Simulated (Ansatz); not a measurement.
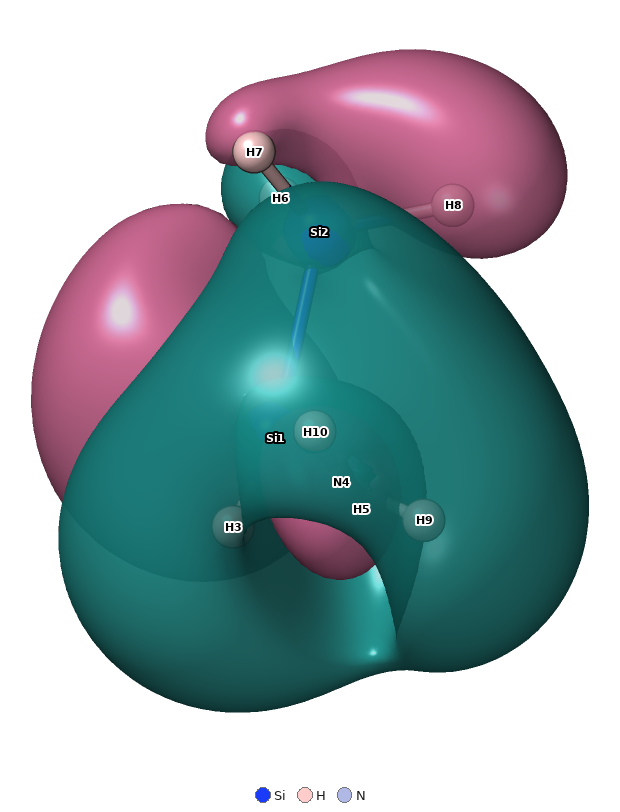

Figure. H7NSi2. The LUMO at ±0.04 Å⁻³ᐟ² (teal and pink are the two phases), seen at an oblique angle.

A transition-state structure; geometry: PBE0-D4/def2-TZVP.

Level of theory: Ansatz, RKS PBE0-D4/def2-TZVPP.

Input

```
crystal:
  periodic: [false, false, false]
  atoms:
    - {symbol: Si, position_ang: [-0.985069, -0.230183, 0.124560]}
    - {symbol: Si, position_ang: [1.091922, -1.085601, 0.819304]}
    - {symbol: H, position_ang: [-1.760592, 0.292048, -1.196673]}
    - {symbol: N, position_ang: [-0.713454, 1.175311, -1.116441]}
    - {symbol: H, position_ang: [-1.483084, 0.578827, 1.281286]}
    - {symbol: H, position_ang: [0.911399, -2.101310, 1.894150]}
    - {symbol: H, position_ang: [1.784604, -1.745220, -0.323437]}
    - {symbol: H, position_ang: [1.992650, -0.008919, 1.328251]}
    - {symbol: H, position_ang: [-0.671769, 2.158235, -0.871203]}
    - {symbol: H, position_ang: [-0.166506, 0.967012, -1.939796]}
basis:
  gaussian: {orbitals: def2-TZVPP}
hamiltonian: {xc: pbe0, dispersion: d4}
output: {orbitals: {seedname: orbitals}}
```

Launched as:

```sh
ansatz run in.yaml --threads 2 --pin off --events-out ev --progress --plain --max-ram 4352MiB
```

Where does this orbital lie, and at what energy?

Answer. Its weight (Hirshfeld) is mainly on Si1 (about 40 %), Si2 (about 15 %), H3 (about 15 %), N4 (about 10 %) and H9 (about 5 %). Its energy is −1.10 eV.
